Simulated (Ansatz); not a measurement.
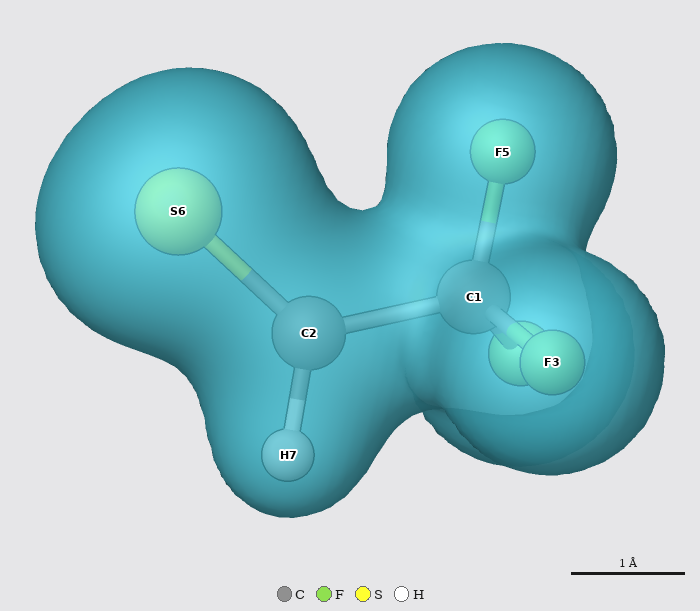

Figure. C₂HF₃S (SMILES FC(F)(F)C=S). Isosurface of the electron density at 0.2 e/Å³ (cyan), seen across its widest extent.

Geometry: PBE0-D3(BJ)/def2-SVP.

Method: isolated molecule in a Gaussian basis; Kohn-Sham density functional theory, functional PBE0 (Ansatz 0.2.0).

| atom | x (Å) | y (Å) | z (Å) |
| --- | --- | --- | --- |
| C | 1.2898 | 0.9920 | -0.0865 |
| C | 1.6526 | -0.3729 | -0.6311 |
| F | 2.3756 | 1.7701 | -0.0892 |
| F | 0.3825 | 1.5587 | -0.8865 |
| F | 0.8029 | 0.9576 | 1.1399 |
| S | 1.4866 | -1.7528 | 0.1635 |
| H | 2.0524 | -0.3124 | -1.6562 |

Q: Which contacts does the surface bridge?

A: At this value the surface is in one piece. It bridges the sampled C–F (1.32 Å), C–C (1.51 Å), C–S (1.60 Å) and C–H (1.10 Å) contacts, where the density stays above the isovalue. On the grid the lowest density along these lines, outside the cores, is 2 e/Å³ (C–F, 1.32 Å), 1.8 e/Å³ (C–C, 1.51 Å), 1.7 e/Å³ (C–S, 1.60 Å) and 1.9 e/Å³ (C–H, 1.10 Å).
